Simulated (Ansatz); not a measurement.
# Run report: MoN2H2F2, molecular dynamics

The run: molecular dynamics of MoN2H2F2 (Mo(NH)2F2). Method and program: RKS revPBE/def2-SVP (Ansatz 0.2.0).

The geometry comes from this level: PBE-D4/def2-SVP. Figures and captions count atoms from 1; the log counts them from 0 in places.

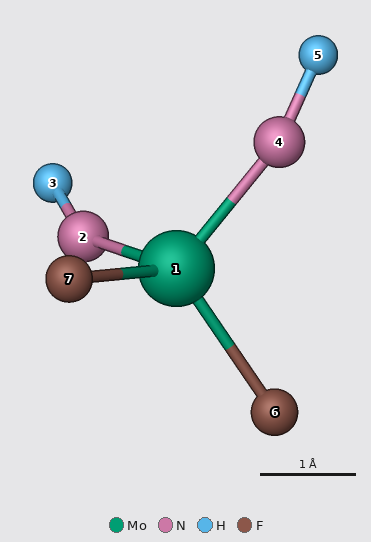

Fig. 1: The starting structure (ball-and-stick view, seen at a tilt; atoms are numbered from 1 in the order of the input). Sticks mark near contacts.

**The input**
```yaml
crystal:
  periodic: [false, false, false]
  atoms:
    - {symbol: Mo, position_ang: [-0.453920, 0.015648, -0.314834]}
    - {symbol: N, position_ang: [-0.426876, 0.012694, 1.418996]}
    - {symbol: H, position_ang: [0.025094, -0.003729, 2.341168]}
    - {symbol: N, position_ang: [1.178036, -0.038330, -0.898691]}
    - {symbol: H, position_ang: [2.199619, -0.073009, -0.798025]}
    - {symbol: F, position_ang: [-1.207672, 1.633648, -0.872426]}
    - {symbol: F, position_ang: [-1.314281, -1.546923, -0.876199]}
basis:
  gaussian: {orbitals: def2-SVP}
hamiltonian: {xc: {name: revPBE}}
md: {timestep: 1 fs, n_steps: 15, ensemble: nvt_langevin, temperature: 1500, initial_velocities: maxwell_boltzmann, friction: 0.01, seed: 759}
scf: {omitted_lower_state_checks: [starts]}
```

Hardware: 4 threads of Intel Xeon @ 2.50GHz, 63 GiB of memory available, shared host.

Run as:
```bash
ansatz run in.yaml --threads 4 --pin off --events-out ev --progress --plain --max-ram 3916MiB
```

**What the program printed**
```
Functional definition: revPBE
  name "revPBE"
  cite "Zhang & Yang, Phys. Rev. Lett. 80, 890 (1998) doi:10.1103/PhysRevLett.80.890"
  cite "Perdew, Burke & Ernzerhof, Phys. Rev. Lett. 77, 3865 (1996) doi:10.1103/PhysRevLett.77.3865"
  parameter kappa = 1.245
  parameter beta = 0.06672455060314922
  exchange = pbe_x(kappa = kappa, mu = beta*pi^2/3)
  correlation = pbe_c(beta = beta)
these checks for a lower state are left out or cut short: starts
1059 factors; their error is unknown
mean field evaluation 1: about -10276.9285 eV, gradient 1.1e2 eV
mean field evaluation 2: about -10012.9317 eV, gradient 2.8e2 eV
mean field evaluation 4: about -10297.0432 eV, gradient 2.9e1 eV
mean field evaluation 8: about -10298.4806 eV, gradient 6.4e-1 eV
mean field evaluation 16: about -10298.4305 eV, gradient 2.1e-3 eV
mean field -10298.43050468 eV, -378.4603405199 hartree, gradient 3.5e-5 eV, S^2 0.000000; 0 other end points of the search recorded, 0 dependent functions left out
the calculation of the forces begins
reference -10298.43059151 eV, -378.4603437109 hartree; 24, 24 occupied and 73, 73 virtual orbitals, 1059 factors
md step     0: t =     0.00 fs  T =  1285.7 K  F+E_penalty+E_count = -10298.43050468 eV  E_kin = 1.163340 eV  (32 SCF iters)
these checks for a lower state are left out or cut short: starts, cluster_reference, orbital_swaps, neighbouring_geometries, increment
1059 factors; their error is unknown
mean field -10298.37777837 eV, -378.4584028639 hartree, gradient 2.4e-5 eV, S^2 0.000000; 0 other end points of the search recorded, 0 dependent functions left out
[... from here on the field's lines of each further geometry are left out, up to the last ...]
md step     1: t =     1.00 fs  T =  1321.5 K  F+E_penalty+E_count = -10298.37777837 eV  E_kin = 1.195699 eV  (34 SCF iters)
md step     2: t =     2.00 fs  T =  1074.3 K  F+E_penalty+E_count = -10298.28575410 eV  E_kin = 0.972016 eV  (33 SCF iters)
md step     3: t =     3.00 fs  T =  1084.2 K  F+E_penalty+E_count = -10298.24358392 eV  E_kin = 0.980968 eV  (33 SCF iters)
md step     4: t =     4.00 fs  T =  1072.1 K  F+E_penalty+E_count = -10298.24441978 eV  E_kin = 0.970027 eV  (35 SCF iters)
md step     5: t =     5.00 fs  T =  1033.6 K  F+E_penalty+E_count = -10298.21394600 eV  E_kin = 0.935267 eV  (35 SCF iters)
md step     6: t =     6.00 fs  T =   936.0 K  F+E_penalty+E_count = -10298.10107000 eV  E_kin = 0.846945 eV  (34 SCF iters)
md step     7: t =     7.00 fs  T =   800.6 K  F+E_penalty+E_count = -10297.98685962 eV  E_kin = 0.724404 eV  (34 SCF iters)
md step     8: t =     8.00 fs  T =   715.7 K  F+E_penalty+E_count = -10297.96428335 eV  E_kin = 0.647590 eV  (34 SCF iters)
md step     9: t =     9.00 fs  T =   745.8 K  F+E_penalty+E_count = -10297.98454081 eV  E_kin = 0.674828 eV  (34 SCF iters)
md step    10: t =    10.00 fs  T =   774.1 K  F+E_penalty+E_count = -10297.96488798 eV  E_kin = 0.700414 eV  (33 SCF iters)
md step    11: t =    11.00 fs  T =   693.2 K  F+E_penalty+E_count = -10297.93201680 eV  E_kin = 0.627263 eV  (36 SCF iters)
md step    12: t =    12.00 fs  T =   614.9 K  F+E_penalty+E_count = -10297.93476500 eV  E_kin = 0.556418 eV  (34 SCF iters)
md step    13: t =    13.00 fs  T =   620.5 K  F+E_penalty+E_count = -10297.98503102 eV  E_kin = 0.561470 eV  (36 SCF iters)
md step    14: t =    14.00 fs  T =   634.2 K  F+E_penalty+E_count = -10298.05585160 eV  E_kin = 0.573808 eV  (36 SCF iters)
the calculation of the forces begins
reference -10298.07888102 eV, -378.4474185890 hartree; 24, 24 occupied and 73, 73 virtual orbitals, 1059 factors
these checks for a lower state are left out or cut short: starts
1059 factors; their error is unknown
mean field evaluation 128: about -10298.0788 eV, gradient 2.4e-5 eV
mean field -10298.07879388 eV, -378.4474153865 hartree, gradient 2.4e-5 eV, S^2 0.000000; 0 other end points of the search recorded, 0 dependent functions left out
the calculation of the forces begins
reference -10298.07888102 eV, -378.4474185890 hartree; 24, 24 occupied and 73, 73 virtual orbitals, 1059 factors
md step    15: t =    15.00 fs  T =   664.7 K  F+E_penalty+E_count = -10298.07879388 eV  E_kin = 0.601474 eV  (14 SCF iters)
```

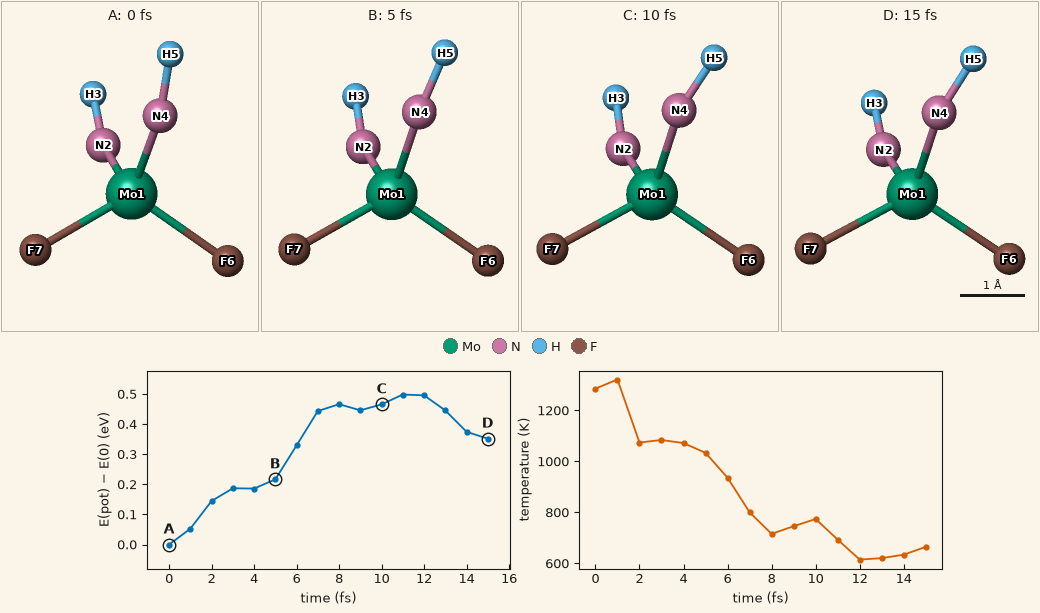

Fig. 2: Frames of the molecular dynamics (ball-and-stick, seen at an oblique angle) above the curves, on which the letters mark them. The trajectory kept here has 16 frames over 15 fs. The temperature starts at 1286 K, ranges from 615 to 1321 K and averages 683 K over the second half. The potential energy ends 0.352 eV above its first value. After an unweighted best fit of the last frame on the first, the root-mean-square displacement is 0.14 Å, and H5 has moved furthest (0.24 Å).

```
Total energy: -10298.07888102 eV, -378.4474185890 hartree
Atom 0 at    -0.469167     0.024138    -0.322252 Å, force     2.191942    -1.936249    -1.089168 eV/Å
Atom 1 at    -0.385900     0.151389     1.411269 Å, force    -0.480123    -0.042042    -1.695088 eV/Å
Atom 2 at     0.056504     0.214810     2.301045 Å, force     0.712886     0.083240     1.348553 eV/Å
Atom 3 at     1.188090    -0.199708    -1.082319 Å, force    -2.944130     1.028463     1.235904 eV/Å
Atom 4 at     2.166104     0.116898    -1.172333 Å, force    -0.019351    -0.293463     0.198950 eV/Å
Atom 5 at    -1.196087     1.662723    -0.865366 Å, force     0.006700    -0.055478    -0.171283 eV/Å
Atom 6 at    -1.411258    -1.623240    -0.671383 Å, force     0.532076     1.215529     0.172133 eV/Å
Dipole moment:     0.423947     0.181018     0.301699 e Å
Checks for a lower state left out: starts
```

**Trajectory as extended XYZ (Å, eV, eV/Å), 16 frames, from step=0 to step=15**
```
7
Properties=species:S:1:pos:R:3:forces:R:3 step=0 time_fs=0.0 energy=-10298.43051 temperature=1285.7
Mo   -0.4539    0.0156   -0.3148    0.0290  -0.0003   0.0202
N    -0.4269    0.0127    1.4190   -0.0143  -0.0001   0.2001
H     0.0251   -0.0037    2.3412    0.0148  -0.0004   0.0065
N     1.1780   -0.0383   -0.8987    0.1823  -0.0066  -0.0829
H     2.1996   -0.0730   -0.7980    0.0115  -0.0001   0.0110
F    -1.2077    1.6336   -0.8724   -0.1050   0.2011  -0.0772
F    -1.3143   -1.5469   -0.8762   -0.1183  -0.1935  -0.0777
7
Properties=species:S:1:pos:R:3:forces:R:3 step=1 time_fs=1.0 energy=-10298.37778 temperature=1321.5
Mo   -0.4561    0.0165   -0.3143    0.8586  -0.1458  -0.3824
N    -0.4229    0.0205    1.4171    0.7538   0.0181   1.7779
H     0.0582    0.0148    2.3781   -0.7541   0.0033  -1.5334
N     1.1907   -0.0547   -0.9180   -0.1670   0.1348   0.2367
H     2.2268   -0.0441   -0.8277   -0.5201  -0.0507  -0.0006
F    -1.2082    1.6378   -0.8727   -0.0773   0.1401  -0.0581
F    -1.3219   -1.5507   -0.8631   -0.0938  -0.0998  -0.0401
7
Properties=species:S:1:pos:R:3:forces:R:3 step=2 time_fs=2.0 energy=-10298.28575 temperature=1074.3
Mo   -0.4588    0.0175   -0.3140    1.6406  -0.3040  -0.6547
N    -0.4191    0.0299    1.4168    1.0889   0.0505   2.3757
H     0.0811    0.0332    2.3970   -1.0955  -0.0145  -2.1712
N     1.2037   -0.0708   -0.9357   -0.5293   0.3121   0.5091
H     2.2511   -0.0134   -0.8573   -0.9597  -0.1343   0.0088
F    -1.2084    1.6406   -0.8721   -0.0675   0.1163  -0.0563
F    -1.3291   -1.5537   -0.8502   -0.0774  -0.0262  -0.0113
7
Properties=species:S:1:pos:R:3:forces:R:3 step=3 time_fs=3.0 energy=-10298.24358 temperature=1084.2
Mo   -0.4612    0.0183   -0.3137    2.2726  -0.4660  -0.8734
N    -0.4150    0.0410    1.4167    1.0565   0.0737   2.2178
H     0.0902    0.0524    2.3891   -1.0605  -0.0307  -2.0456
N     1.2153   -0.0867   -0.9518   -0.9412   0.4983   0.7140
H     2.2672    0.0180   -0.8876   -1.1974  -0.2304   0.0405
F    -1.2075    1.6426   -0.8702   -0.0685   0.1156  -0.0674
F    -1.3363   -1.5561   -0.8375   -0.0614   0.0394   0.0141
7
Properties=species:S:1:pos:R:3:forces:R:3 step=4 time_fs=4.0 energy=-10298.24442 temperature=1072.1
Mo   -0.4631    0.0195   -0.3137    2.7680  -0.6782  -1.0457
N    -0.4113    0.0506    1.4167    0.6644   0.1020   1.3671
H     0.0841    0.0749    2.3598   -0.6589  -0.0447  -1.2328
N     1.2259   -0.1032   -0.9666   -1.5179   0.6657   0.8575
H     2.2724    0.0476   -0.9220   -1.1540  -0.3037   0.0970
F    -1.2059    1.6446   -0.8670   -0.0731   0.1279  -0.0844
F    -1.3439   -1.5589   -0.8245   -0.0285   0.1310   0.0413
7
Properties=species:S:1:pos:R:3:forces:R:3 step=5 time_fs=5.0 energy=-10298.21395 temperature=1033.6
Mo   -0.4645    0.0212   -0.3137    3.1355  -0.9350  -1.1764
N    -0.4085    0.0582    1.4172   -0.1458   0.0896  -0.2858
H     0.0665    0.0950    2.3180    0.1661  -0.0099   0.3637
N     1.2355   -0.1193   -0.9802   -2.2564   0.7791   0.9652
H     2.2680    0.0727   -0.9601   -0.8542  -0.3207   0.1608
F    -1.2053    1.6468   -0.8630   -0.0734   0.1371  -0.0997
F    -1.3516   -1.5628   -0.8110    0.0282   0.2599   0.0723
7
Properties=species:S:1:pos:R:3:forces:R:3 step=6 time_fs=6.0 energy=-10298.10107 temperature=936.0
Mo   -0.4660    0.0231   -0.3138    3.4034  -1.1735  -1.3276
N    -0.4063    0.0659    1.4169   -1.0541   0.0255  -2.0804
H     0.0509    0.1116    2.2822    1.0905   0.0763   2.1311
N     1.2437   -0.1337   -0.9931   -3.1724   0.7981   1.0706
H     2.2546    0.0942   -0.9995   -0.2991  -0.2528   0.2069
F    -1.2051    1.6496   -0.8603   -0.0654   0.1229  -0.1045
F    -1.3596   -1.5678   -0.7969    0.0972   0.4035   0.1038
7
Properties=species:S:1:pos:R:3:forces:R:3 step=7 time_fs=7.0 energy=-10297.98686 temperature=800.6
Mo   -0.4677    0.0249   -0.3140    3.6095  -1.3860  -1.5177
N    -0.4046    0.0739    1.4151   -1.4870  -0.0128  -2.8836
H     0.0442    0.1247    2.2668    1.5333   0.1346   2.9712
N     1.2503   -0.1460   -1.0054   -4.0950   0.7386   1.1852
H     2.2375    0.1137   -1.0385    0.3352  -0.1198   0.2198
F    -1.2042    1.6529   -0.8588   -0.0602   0.1060  -0.1058
F    -1.3673   -1.5734   -0.7823    0.1642   0.5395   0.1308
7
Properties=species:S:1:pos:R:3:forces:R:3 step=8 time_fs=8.0 energy=-10297.96428 temperature=715.7
Mo   -0.4699    0.0260   -0.3140    3.7369  -1.5450  -1.7375
N    -0.4038    0.0814    1.4122   -1.0954   0.0386  -2.0272
H     0.0509    0.1386    2.2764    1.1485   0.1005   2.2156
N     1.2537   -0.1566   -1.0171   -4.5518   0.7205   1.2838
H     2.2260    0.1314   -1.0755    0.5972  -0.0467   0.2179
F    -1.2039    1.6558   -0.8582   -0.0544   0.0826  -0.1031
F    -1.3746   -1.5792   -0.7682    0.2190   0.6495   0.1505
7
Properties=species:S:1:pos:R:3:forces:R:3 step=9 time_fs=9.0 energy=-10297.98454 temperature=745.8
Mo   -0.4717    0.0261   -0.3144    3.7448  -1.6690  -1.8899
N    -0.4031    0.0894    1.4093   -0.2220   0.1610  -0.2435
H     0.0685    0.1574    2.3059    0.2800  -0.0098   0.5169
N     1.2521   -0.1657   -1.0283   -4.3876   0.8217   1.3179
H     2.2213    0.1465   -1.1092    0.3678  -0.1131   0.2377
F    -1.2033    1.6576   -0.8586   -0.0512   0.0637  -0.1040
F    -1.3815   -1.5860   -0.7542    0.2682   0.7454   0.1649
7
Properties=species:S:1:pos:R:3:forces:R:3 step=10 time_fs=10.0 energy=-10297.96489 temperature=774.1
Mo   -0.4722    0.0259   -0.3158    3.6455  -1.7674  -1.8871
N    -0.4015    0.0990    1.4075    0.5071   0.2723   1.1757
H     0.0849    0.1761    2.3409   -0.4409  -0.1226  -0.9164
N     1.2464   -0.1736   -1.0398   -3.9887   0.9591   1.3053
H     2.2185    0.1547   -1.1356    0.0158  -0.2313   0.2702
F    -1.2015    1.6587   -0.8589   -0.0533   0.0618  -0.1181
F    -1.3885   -1.5922   -0.7394    0.3144   0.8282   0.1703
7
Properties=species:S:1:pos:R:3:forces:R:3 step=11 time_fs=11.0 energy=-10297.93202 temperature=693.2
Mo   -0.4719    0.0257   -0.3178    3.4919  -1.8615  -1.7867
N    -0.3989    0.1106    1.4061    0.8720   0.3186   1.8460
H     0.0926    0.1921    2.3652   -0.7920  -0.1829  -1.6606
N     1.2384   -0.1805   -1.0511   -3.5163   1.0978   1.2687
H     2.2175    0.1551   -1.1556   -0.3519  -0.3595   0.3066
F    -1.1996    1.6587   -0.8591   -0.0631   0.0828  -0.1457
F    -1.3953   -1.5979   -0.7247    0.3594   0.9047   0.1716
7
Properties=species:S:1:pos:R:3:forces:R:3 step=12 time_fs=12.0 energy=-10297.93476 temperature=614.9
Mo   -0.4718    0.0258   -0.3194    3.2779  -1.9568  -1.6519
N    -0.3962    0.1230    1.4057    0.9315   0.2960   1.8721
H     0.0905    0.2030    2.3721   -0.8280  -0.1820  -1.7842
N     1.2284   -0.1865   -1.0607   -3.1025   1.2042   1.2327
H     2.2139    0.1532   -1.1691   -0.6191  -0.4576   0.3294
F    -1.1985    1.6585   -0.8590   -0.0702   0.1021  -0.1747
F    -1.4013   -1.6043   -0.7108    0.4104   0.9941   0.1766
7
Properties=species:S:1:pos:R:3:forces:R:3 step=13 time_fs=13.0 energy=-10297.98503 temperature=620.5
Mo   -0.4713    0.0258   -0.3206    2.9914  -2.0181  -1.4969
N    -0.3935    0.1341    1.4067    0.7489   0.2253   1.3240
H     0.0820    0.2094    2.3612   -0.6084  -0.1343  -1.3612
N     1.2168   -0.1920   -1.0695   -2.8873   1.2303   1.2268
H     2.2037    0.1469   -1.1758   -0.6444  -0.4767   0.3160
F    -1.1976    1.6592   -0.8598   -0.0609   0.0867  -0.1895
F    -1.4057   -1.6112   -0.6972    0.4607   1.0867   0.1808
7
Properties=species:S:1:pos:R:3:forces:R:3 step=14 time_fs=14.0 energy=-10298.05585 temperature=634.2
Mo   -0.4705    0.0254   -0.3215    2.6373  -2.0148  -1.3059
N    -0.3903    0.1435    1.4088    0.2193   0.1023  -0.0082
H     0.0684    0.2130    2.3316   -0.0338  -0.0345  -0.1836
N     1.2035   -0.1963   -1.0765   -2.9411   1.1407   1.2441
H     2.1852    0.1336   -1.1770   -0.3471  -0.3881   0.2613
F    -1.1966    1.6608   -0.8624   -0.0350   0.0328  -0.1869
F    -1.4086   -1.6175   -0.6843    0.5004   1.1617   0.1791
7
Properties=species:S:1:pos:R:3:forces:R:3 step=15 time_fs=15.0 energy=-10298.07879 temperature=664.7
Mo   -0.4692    0.0241   -0.3223    2.1919  -1.9362  -1.0892
N    -0.3859    0.1514    1.4113   -0.4801  -0.0420  -1.6951
H     0.0565    0.2148    2.3010    0.7129   0.0832   1.3486
N     1.1881   -0.1997   -1.0823   -2.9441   1.0285   1.2359
H     2.1661    0.1169   -1.1723   -0.0194  -0.2935   0.1989
F    -1.1961    1.6627   -0.8654    0.0067  -0.0555  -0.1713
F    -1.4113   -1.6232   -0.6714    0.5321   1.2155   0.1721
```

**Key numbers**

| quantity | value |
| --- | --- |
| outcome | finished |
| mean temperature over the second half | 683 K |
| trajectory | 15 steps, 15 fs |
| ensemble | nvt_langevin |
| temperature in the input | 1500 K |
| time step | 1 fs |
| potential energy (last step) | −10298.0789 eV |
| SCF solution under orbital rotations (last step) | stable |
| largest force (length of the vector) (last step) | 3.355 eV/Å |
| dipole moment (last step) | 2.65 D |
| wall time | 15 s (CPU time 51 s) |
| peak memory | 0.16 GiB |

**Notes**

So short a trajectory is not equilibrated. The logged temperature at the start can lie below the typed one, since it is counted over all degrees of freedom. The temperature stays far from the 1500 K of the thermostat over the second half: the run isn't equilibrated.
